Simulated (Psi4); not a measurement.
# A workflow on BNH2ClF (SMILES NB(F)Cl)

We compute a geometry optimisation (BP86/6-31G*), then vibrational wavenumbers, then a single-point energy (CCSD(T)/cc-pVDZ), then the vertical excitations (TD-BP86/6-31G*) of BNH2ClF. 

The calculation is run with Psi4 1.11.

## (1) The structure to begin with

BNH2ClF has 6 atoms, charge 0, and is taken as a singlet. As SMILES, `NB(F)Cl`. The coordinates come from a PBE0-D4/def2-TZVP relaxation. The run starts from this shape.

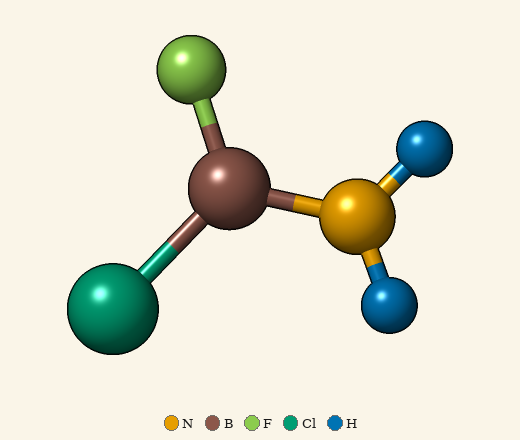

Viewed from a chosen angle; nitrogen amber, boron brown, fluorine green, chlorine teal, hydrogen blue.

## (2) A geometry optimisation at BP86/6-31G(d) (density fitting, Cartesian functions) (run 1)

input.in

```
memory 1.6 GB

molecule geom {
  0 1
  N
  B 1 r2
  F 2 r3 1 a3
  Cl 2 r4 3 a4 1 d4
  H 1 r5 2 a5 3 d5
  H 1 r6 5 a6 2 d6

  r2 = 1.38754
  r3 = 1.32807
  a3 = 120.62923
  r4 = 1.765576
  a4 = 118.19262
  d4 = -179.99593
  r5 = 1.003365
  a5 = 122.72736
  d5 = -179.9997
  r6 = 1.005285
  a6 = 115.29987
  d6 = -179.97839
  symmetry c1
}

set {
  geom_maxiter 60
}

E, wfn = optimize("bp86/6-31G*", return_wfn=True)
```

Launch:

```
$ psi4 -n 1 input.in input.out
```

input.out:

```text
[...]
  Running in c1 symmetry.
[...]
  Nuclear repulsion =  143.149008568192215
[...]
  Multiplicity = 1
[...]
  Nalpha       = 20
  Nbeta        = 20
[...]
    Number of basis functions: 68
[...]
   @DF-RKS iter   1:  -640.72192557262213   -2.87600e-03   1.22435e-02 ADIIS/DIIS
[...]
   @DF-RKS iter   8:  -641.01115218619088   -1.02318e-12   1.86511e-09 DIIS
[...]
    Orbital Energies [Eh]
    ---------------------
    Doubly Occupied:
       1A   -100.729124     2A    -24.303879     3A    -14.039832
       4A     -9.177447     5A     -6.999779     6A     -6.993058
       7A     -6.991953     8A     -6.614803     9A     -1.101248
      10A     -0.810971    11A     -0.749368    12A     -0.499010
      13A     -0.481370    14A     -0.445932    15A     -0.393541
      16A     -0.391670    17A     -0.331006    18A     -0.296321
      19A     -0.276948    20A     -0.252686
[...]
  @DF-RKS Final Energy:  -641.01115218619088
   => Energetics <=
    Nuclear Repulsion Energy =            141.4221757192540849
    One-Electron Energy =               -1165.1345853142852320
    Two-Electron Energy =                 433.2120939692109687
    DFT Exchange-Correlation Energy =     -50.5108365603706986
    Empirical Dispersion Energy =           0.0000000000000000
    VV10 Nonlocal Energy =                  0.0000000000000000
    Total Energy =                       -641.0111521861908841
[...]
 Multipole Moments:
 ------------------------------------------------------------------------------------
     Multipole            Electronic (a.u.)      Nuclear  (a.u.)        Total (a.u.)
 ------------------------------------------------------------------------------------
 L = 1.  Multiply by 2.5417464519 to convert [e a0] to [Debye]
 Dipole X            :         -0.0001456            0.0007920            0.0006464
 Dipole Y            :         -0.2604617            0.0318238           -0.2286379
 Dipole Z            :          3.6940476           -4.8866750           -1.1926273
 Magnitude           :                                                    1.2143458
[...]
  -Total Gradient:
     Atom            X                  Y                   Z
    ------   -----------------  -----------------  -----------------
       1       -0.000021458420     0.000052335983    -0.000038157719
       2        0.000080320523     0.000260545075    -0.000098037004
       3       -0.000028381542    -0.000159697909    -0.000009131298
       4       -0.000022196649    -0.000042290294    -0.000067075414
       5       -0.000003932815    -0.000003932091    -0.000051244785
       6       -0.000002252923     0.000016007770    -0.000015157782
[...]
    Final optimized geometry and variables:
    Molecular point group: c1
    Full point group: C1
    Geometry (in Angstrom), charge = 0, multiplicity = 1:
    N
    B             1          r2
    F             2          r3      1          a3
    CL            2          r4      3          a4      1          d4
    H             1          r5      2          a5      3          d5
    H             1          r6      5          a6      2          d6
    a3        =  121.1273593992
    a4        =  118.5684438191
    a5        =  123.0839493179
    a6        =  114.9470446248
[...]
```

The script printed:

```text
Optimizer: Optimization complete!
```

It took 11 s on 1 thread of Intel Xeon 6975P-C (Granite Rapids), shared host; peak memory 0.47 GiB.

Steps, from the record of the run:

```csv
step,energy from the first frame kept (eV),largest force (eV/Å)
0,0.0000,0.7710
1,-0.0267,0.1120
2,-0.0269,0.0391
3,-0.0269,0.0149
```

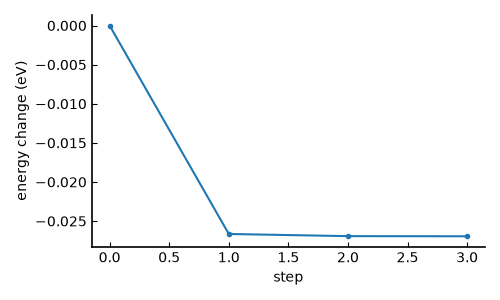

Energy along the run.

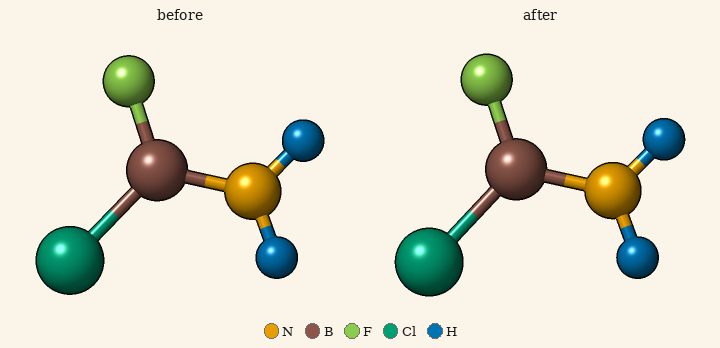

Before and after, at one scale.

After the run. Bond lengths: N1–B2 1.402 Å, B2–F3 1.343 Å, B2–Cl4 1.790 Å, N1–H5 1.017 Å, N1–H6 1.019 Å. Angles: N1–B2–F3 121.1°, N1–B2–Cl4 120.3°, F3–B2–Cl4 118.6°, B2–N1–H5 123.1°, B2–N1–H6 122.0°, H5–N1–H6 114.9°.

## (3) The harmonic vibrations at BP86/6-31G(d) (density fitting, Cartesian functions) (run 2)

job.dat

```
memory 1.6 GB

molecule {
  0 1
  N
  B 1 R2
  F 2 R3 1 A3
  Cl 2 R4 3 A4 1 D4
  H 1 R5 2 A5 3 D5
  H 1 R6 5 A6 2 D6

  R2 = 1.40242
  R3 = 1.342671
  A3 = 121.12737
  R4 = 1.790212
  A4 = 118.56844
  D4 = 179.94644
  R5 = 1.016715
  A5 = 123.08393
  D5 = 179.97381
  R6 = 1.018501
  A6 = 114.94707
  D6 = -179.99748
  units angstrom
}

set {
  basis                      6-31G*
  reference                  rks
  t                          298.15
  rotational_symmetry_number 1
}

result, w = frequency("bp86", return_wfn=True)
```

Launch:

```
$ psi4 -i job.dat -o job.out -n 1
```

job.out (excerpt; [...] marks lines left out):

```text
[...]
  Running in c1 symmetry.
[...]
  Nuclear repulsion =  141.422185899660150
[...]
  Multiplicity = 1
[...]
  Nalpha       = 20
  Nbeta        = 20
[...]
    Number of basis functions: 68
[...]
   @DF-RKS iter   1:  -640.72989626458536   -6.39191e-02   1.20858e-02 ADIIS/DIIS
[...]
   @DF-RKS iter  12:  -641.01115030653307   -2.50111e-12   4.80846e-09 DIIS
[...]
  @DF-RKS Final Energy:  -641.01115030653307
   => Energetics <=
    Nuclear Repulsion Energy =            141.4226567053754025
    One-Electron Energy =               -1165.1353639006010781
    Two-Electron Energy =                 433.2124106167780155
    DFT Exchange-Correlation Energy =     -50.5108537280854222
    Empirical Dispersion Energy =           0.0000000000000000
    VV10 Nonlocal Energy =                  0.0000000000000000
    Total Energy =                       -641.0111503065330680
[...]
 Multipole Moments:
[...]
  -Total Gradient:
     Atom            X                  Y                   Z
    ------   -----------------  -----------------  -----------------
       1       -0.000022072134     0.001293903289    -0.000066384413
       2        0.000080159526     0.000434351743    -0.000091749420
       3       -0.000028347034    -0.000168091299    -0.000035932328
       4       -0.000022175328    -0.000043552151    -0.000051939052
       5       -0.000003600287    -0.000719370128     0.000512629639
       6       -0.000001906194    -0.000674470543    -0.000545378548
[...]
  ==> Harmonic Vibrational Analysis <==
[...]
  Freq [cm^-1]                 310.5720            368.9077            411.1050
[...]
  IR activ [km/mol]             1.7216              2.7853             228.2077
[...]
  Freq [cm^-1]                 521.5153            574.4863            623.3283
[...]
  IR activ [km/mol]            15.1504             10.3207             36.0874
[...]
  Freq [cm^-1]                 883.1050           1201.2295           1412.3573
[...]
  IR activ [km/mol]             2.7664             360.0652            165.7954
[...]
  Freq [cm^-1]                1609.1109           3516.3773           3620.0543
[...]
  IR activ [km/mol]            202.6592            42.9054             33.7119
[...]
  Total E_0, Enthalpy at 0 [K]                                                         -640.97686087 [Eh]
[...]
  Total H, Enthalpy at  298.15 [K]                                                     -640.97142227 [Eh]
[...]
```

On the terminal:

```text
Warning: used thermodynamics relations inappropriate for low-frequency modes: ['310.5720' '368.9077' '411.1050' '521.5153' '574.4863' '623.3283']
```

Wall time 83 s (1 thread of Intel Xeon 6975P-C (Granite Rapids), shared host); peak memory 0.46 GiB.

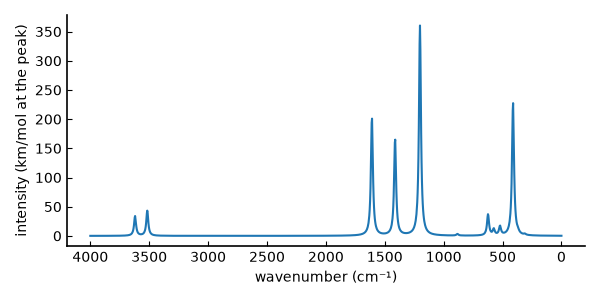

Harmonic infrared spectrum, unscaled, lines broadened by 10 cm⁻¹.

## (4) A single-point energy at CCSD(T)/cc-pVDZ (run 3)

bclfh2n.py

```python
import psi4

psi4.set_memory(1600000000)
psi4.set_num_threads(1)
psi4.core.set_output_file('output.dat', False)

m = psi4.geometry("""
0 1
N      0.008515     0.782377     0.037742
B      0.060163    -0.618587     0.075341
F      0.573495    -1.266064     1.133655
Cl    -0.561170    -1.582646    -1.299212
H     -0.373097     1.302791    -0.747911
H      0.354944     1.355558     0.805071
""")

psi4.set_options({
    'scf_type': 'pk',
    'freeze_core': True,
})

result, w = psi4.energy('ccsd(t)/cc-pVDZ', molecule=m, return_wfn=True)
print(f'ccsd(t)/cc-pVDZ energy: {result:.10f} Eh')
for k, v in sorted(psi4.core.scalar_variables().items()):
    print(f'{k:45s} {v:18.10f}')
```

Launch:

```
$ python bclfh2n.py
```

output.dat:

```text
[...]
  Running in c1 symmetry.
[...]
  Nuclear repulsion =  141.422187867256753
[...]
  Multiplicity = 1
[...]
  Nalpha       = 20
  Nbeta        = 20
[...]
    Number of basis functions: 70
[...]
   @RHF iter   1:  -639.31789676993935   -7.16297e-01   6.45942e-03 DIIS/ADIIS
[...]
   @RHF iter  12:  -639.40996566391186   -1.25056e-12   2.63766e-09 DIIS
[...]
    Orbital Energies [Eh]
    ---------------------
    Doubly Occupied:
       1A   -104.822954     2A    -26.305710     3A    -15.582403
       4A    -10.550963     5A     -8.018187     6A     -8.015787
       7A     -8.015600     8A     -7.725058     9A     -1.615274
      10A     -1.185028    11A     -1.096507    12A     -0.783153
      13A     -0.712811    14A     -0.705144    15A     -0.676997
      16A     -0.644989    17A     -0.543182    18A     -0.490028
      19A     -0.461207    20A     -0.437331
[...]
  @RHF Final Energy:  -639.40996566391186
   => Energetics <=
    Nuclear Repulsion Energy =            141.4221878672567527
    One-Electron Energy =               -1164.8876836540378008
    Two-Electron Energy =                 384.0555301228691860
    Total Energy =                       -639.4099656639118621
[...]
 Multipole Moments:
 ------------------------------------------------------------------------------------
     Multipole            Electronic (a.u.)      Nuclear  (a.u.)        Total (a.u.)
 ------------------------------------------------------------------------------------
 L = 1.  Multiply by 2.5417464519 to convert [e a0] to [Debye]
 Dipole X            :          0.1888543           -0.1941880           -0.0053337
 Dipole Y            :         -3.6668522            4.8803137            1.2134616
 Dipole Z            :          0.2124697           -0.1594629            0.0530068
 Magnitude           :                                                    1.2146305
[...]
      * MP2 total energy                      = -639.981941407284694
[...]
      * CCSD total energy                     = -640.008218246641036
[...]
      * CCSD(T) total energy                  = -640.021773326147922
```

The script printed:

```text
ccsd(t)/cc-pVDZ energy: -640.0217733261 Eh
(T) CORRECTION ENERGY                              -0.0135550795
CC D1 DIAGNOSTIC                                    0.0457584245
CC D2 DIAGNOSTIC                                    0.1350122115
CC NEW D1 DIAGNOSTIC                                0.0457584245
CC T1 DIAGNOSTIC                                    0.0117909577
CCSD CORRELATION ENERGY                            -0.5982525827
CCSD DOUBLES ENERGY                                -0.5982525827
CCSD ITERATIONS                                    14.0000000000
CCSD OPPOSITE-SPIN CORRELATION ENERGY              -0.4586062918
CCSD SAME-SPIN CORRELATION ENERGY                  -0.1396462909
CCSD SINGLES ENERGY                                 0.0000000000
CCSD TOTAL ENERGY                                -640.0082182466
CCSD(T) CORRELATION ENERGY                         -0.6118076622
CCSD(T) TOTAL ENERGY                             -640.0217733261
CURRENT CORRELATION ENERGY                         -0.6118076622
CURRENT ENERGY                                   -640.0217733261
CURRENT REFERENCE ENERGY                         -639.4099656639
DD SOLVATION ENERGY                                 0.0000000000
HF KINETIC ENERGY                                 639.2366397615
HF POTENTIAL ENERGY                             -1278.6466054254
HF TOTAL ENERGY                                  -639.4099656639
HF VIRIAL RATIO                                     2.0002711451
MP2 CORRELATION ENERGY                             -0.5719757434
MP2 DOUBLES ENERGY                                 -0.5719757434
MP2 OPPOSITE-SPIN CORRELATION ENERGY               -0.4188510959
MP2 SAME-SPIN CORRELATION ENERGY                   -0.1531246474
MP2 SINGLES ENERGY                                 -0.0000000000
MP2 TOTAL ENERGY                                 -639.9819414073
NUCLEAR REPULSION ENERGY                          141.4221878673
ONE-ELECTRON ENERGY                             -1164.8876836540
PCM POLARIZATION ENERGY                             0.0000000000
PE ENERGY                                           0.0000000000
SCF ITERATION ENERGY                             -639.4099656639
SCF ITERATIONS                                     12.0000000000
SCF TOTAL ENERGY                                 -639.4099656639
TWO-ELECTRON ENERGY                               384.0555301229
```

It took 11 s on 1 thread of Intel Xeon 6975P-C (Granite Rapids), shared host; peak memory 0.35 GiB.

## (5) The excited states at TD-BP86/6-31G(d) (density fitting, Cartesian functions, save jk yes) (run 4)

input.in

```
memory 1600 mb

molecule molecule1 {
  N      0.008515     0.782377     0.037742
  B      0.060163    -0.618587     0.075341
  F      0.573495    -1.266064     1.133655
  Cl    -0.561170    -1.582646    -1.299212
  H     -0.373097     1.302791    -0.747911
  H      0.354944     1.355558     0.805071
}

set basis 6-31G*
set reference rks
set save_jk true

from psi4.driver.procrouting.response.scf_response import tdscf_excitations
e, wfn = energy("bp86", return_wfn=True)
states = tdscf_excitations(wfn, states=6, tda=False)
```

Launch:

```
$ psi4 input.in input.out -n 1
```

input.out (excerpt; [...] marks lines left out):

```text
[...]
  Running in c1 symmetry.
[...]
  Nuclear repulsion =  141.422187867256753
[...]
  Multiplicity = 1
[...]
  Nalpha       = 20
  Nbeta        = 20
[...]
    Number of basis functions: 68
[...]
   @DF-RKS iter   1:  -640.72989620747717   -6.39188e-02   1.20858e-02 ADIIS/DIIS
[...]
   @DF-RKS iter   9:  -641.01115218363248   -1.45026e-07   9.87111e-07 DIIS
[...]
  @DF-RKS Final Energy:  -641.01115218363248
   => Energetics <=
    Nuclear Repulsion Energy =            141.4221878672567527
    One-Electron Energy =               -1165.1341669536589052
    Two-Electron Energy =                 433.2116215838930771
    DFT Exchange-Correlation Energy =     -50.5107946811233361
    Empirical Dispersion Energy =           0.0000000000000000
    VV10 Nonlocal Energy =                  0.0000000000000000
    Total Energy =                       -641.0111521836324755
[...]
 Multipole Moments:
 ------------------------------------------------------------------------------------
     Multipole            Electronic (a.u.)      Nuclear  (a.u.)        Total (a.u.)
 ------------------------------------------------------------------------------------
 L = 1.  Multiply by 2.5417464519 to convert [e a0] to [Debye]
 Dipole X            :          0.2467172           -0.1941880            0.0525292
 Dipole Y            :         -3.6798103            4.8803137            1.2005034
 Dipole Z            :          0.3346004           -0.1594629            0.1751376
 Magnitude           :                                                    1.2143480
[...]
**********                               WARNING                                **********
**********       The names of excited state variables changed between 1.5       **********
[...]
**********                               WARNING                                **********
**********  Length-gauge rotatory strengths are **NOT** gauge-origin invariant  **********
[...]
                                    Excitation Energy         Total Energy        Oscillator Strength             Rotatory Strength
[...]
Excited State    1 (1 A):   0.28626 au   159.17 nm f = 0.0002
[...]
Excited State    3 (1 A):   0.30444 au   149.66 nm f = 0.0058
[...]
Excited State    4 (1 A):   0.32326 au   140.95 nm f = 0.0340
[...]
Excited State    5 (1 A):   0.32417 au   140.55 nm f = 0.0001
[...]
Excited State    6 (1 A):   0.33621 au   135.52 nm f = 0.1140
[...]
```

It took 13 s on 1 thread of Intel Xeon 6975P-C (Granite Rapids), shared host; peak memory 0.45 GiB.

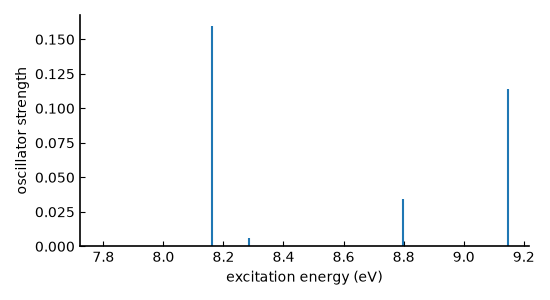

Vertical excitations as sticks.

The roots found:

```csv
excited state,energy (eV),strength,label
1,7.790,0.0001,A 1
2,8.161,0.1596,A 1
3,8.284,0.0058,A 1
4,8.796,0.0340,A 1
5,8.821,0.0001,A 1
6,9.149,0.1140,A 1
```

## (6) Outcome

| quantity | value |
| --- | --- |
| run 1, BP86/6-31G*: total energy at the end | -641.01115 Eh |
| run 1, BP86/6-31G*: dipole moment | 3.09 D |
| run 1, BP86/6-31G*: HOMO energy | -6.88 eV |
| run 1, BP86/6-31G*: LUMO energy | 0.21 eV |
| run 1, BP86/6-31G*: HOMO–LUMO gap | 7.08 eV |
| run 2, BP86/6-31G*: lowest harmonic wavenumber | 311 cm⁻¹ |
| run 2, BP86/6-31G*: highest harmonic wavenumber | 3620 cm⁻¹ |
| run 2, BP86/6-31G*: zero-point energy | 90.0 kJ/mol |
| run 2, BP86/6-31G*: ideal-gas entropy at 298.15 K (symmetry number 1 as used) | 69.5 cal/(mol K) |
| run 3, CCSD(T)/cc-pVDZ: total energy | -640.02177 Eh |
| run 3, CCSD(T)/cc-pVDZ: HOMO energy (Hartree–Fock orbitals) | -11.90 eV |
| run 3, CCSD(T)/cc-pVDZ: LUMO energy (Hartree–Fock orbitals) | 4.73 eV |
| run 3, CCSD(T)/cc-pVDZ: HOMO–LUMO gap (Hartree–Fock orbitals) | 16.64 eV |
| run 3, CCSD(T)/cc-pVDZ: correlation energy (8 core orbitals frozen) | -611.8 mEh |
| run 3, CCSD(T)/cc-pVDZ: (T) correction | -13.56 mEh |
| run 3, CCSD(T)/cc-pVDZ: T1 diagnostic | 0.012 |
| run 4, TD-BP86/6-31G*: ground-state or mean-field energy | -641.01115 Eh |
| run 4, TD-BP86/6-31G*: dipole moment (BP86 Kohn–Sham density) | 3.09 D |
| run 4, TD-BP86/6-31G*: HOMO energy (BP86 Kohn–Sham orbitals) | -6.88 eV |
| run 4, TD-BP86/6-31G*: LUMO energy (BP86 Kohn–Sham orbitals) | 0.21 eV |
| run 4, TD-BP86/6-31G*: HOMO–LUMO gap (BP86 Kohn–Sham orbitals) | 7.08 eV |
| run 4, TD-BP86/6-31G*: lowest excitation energy | 7.79 eV |

What this shows: The optimisation (run 1, BP86/6-31G*) took 4 steps and changed the energy by -0.027 eV. All 12 modes (run 2, BP86/6-31G*) are real, so the shape is a minimum at this level. The triples (run 3, CCSD(T)/cc-pVDZ) make up 2.2 % of the correlation energy. The brightest of the 6 transitions from the ground state lies at 8.16 eV (152 nm, f = 0.160); the lowest, at 7.79 eV, has f = 0.000. The basis has no diffuse functions, so Rydberg states are missing or pushed up, and the true lowest state may lie lower. Roots above 6.9 eV lie over the negative of the HOMO energy, where those of Rydberg kind are poorly described; valence roots are less touched.
